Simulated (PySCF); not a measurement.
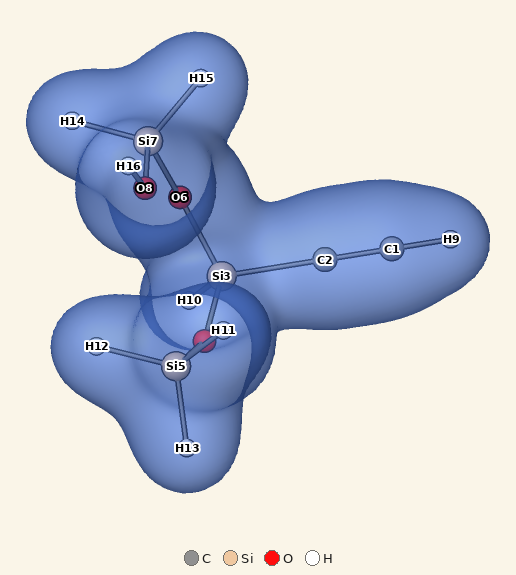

Figure 1: C$_{2}$H$_{8}$O$_{3}$Si$_{3}$. Isosurface of the electron density at 0.1 e/Å³ (blue), seen at a tilt.

Geometry: GFN2-xTB.

Theory: PySCF 2.14.0, PBE0/pcSseg-1, SCF density, gas phase, non-relativistic.

The calculation's input:

```
{"job": {"kind": "nmr", "xc": "PBE0", "basis": "pcSseg-1"}, "charge": 0, "multiplicity": 1}
C      1.158433     3.357799     0.257660
C      0.960023     2.261495    -0.192855
Si     0.655365     0.573880    -0.896147
O      1.483141    -0.494002    -0.010801
Si     1.531193    -1.632289     1.142802
O     -0.939728     0.284409    -0.862212
Si    -2.214465    -0.280333    -0.056419
O     -1.649889    -1.133388     1.207117
H      1.330897     4.317641     0.653741
H      1.057553     0.393858    -2.281511
H      1.055555    -1.068977     2.403813
H      0.734079    -2.781990     0.720488
H      2.957210    -1.955537     1.192837
H     -2.915099    -1.149688    -0.996862
H     -2.982942     0.871093     0.408219
H     -2.228923    -1.555026     1.833687
```

Launched as:

```sh
OMP_NUM_THREADS=1 python probes_run.py task.json out
```

Question: What does this surface tell about the bonding?

Answer: At this value the surface is in one piece. It bridges the sampled C–C (1.20 Å), Si–O (1.61 Å), C–Si (1.85 Å) and O–H (0.95 Å) contacts, where the density stays above the isovalue. On the grid the lowest density along these lines, outside the cores, is 2.8 e/Å³ (C–C, 1.20 Å), 1 e/Å³ (Si–O, 1.61 Å), 0.78 e/Å³ (C–Si, 1.85 Å) and 2.5 e/Å³ (O–H, 0.95 Å).
